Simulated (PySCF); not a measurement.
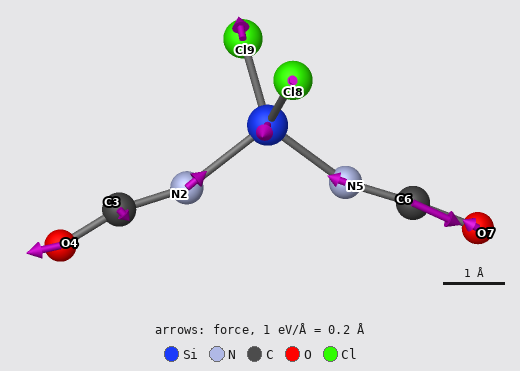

Starting geometry of SiC2N2O2Cl2 with the computed forces as purple arrows. The picture is a ball-and-stick view, seen at a tilt.

The start comes from GFN2-xTB. Its atoms were then displaced at random by about 0.03 Å.

Method: PBE0-D3(BJ)/def2-SVP geometry optimisation, gas phase in PySCF 2.14.0, density-fitted response routines. 

> What follows when this structure is relaxed?

It isn't relaxed: the largest force vector, on a C atom, is 4.59 eV/Å. The final displacements have little in common with the starting forces (cosine between the two patterns 0.15). The energy falls by 9.58 kcal/mol in 10 geometry steps. An O atom moves most after the best rigid fit: 0.31 Å. Largest moves by element: O 0.31 Å, Cl 0.21 Å, C 0.20 Å, N 0.16 Å, Si 0.15 Å. Near-neighbour distances that change, for instance: Cl–Si 1.939 → 2.037 Å, Cl–Si 2.091 → 2.037 Å, N–Si 1.657 → 1.689 Å, C–N 1.176 → 1.200 Å. Among the angles between lasting bonds that change: Si–N–C 159.8° → 177.7°, Si–N–C 159.9° → 175.2°, N–C–O 166.0° → 179.7°. The run took 2.3 min on 1 thread of Intel(R) Xeon(R) Platinum 8259CL CPU @ 2.50GHz, with other jobs on the host.
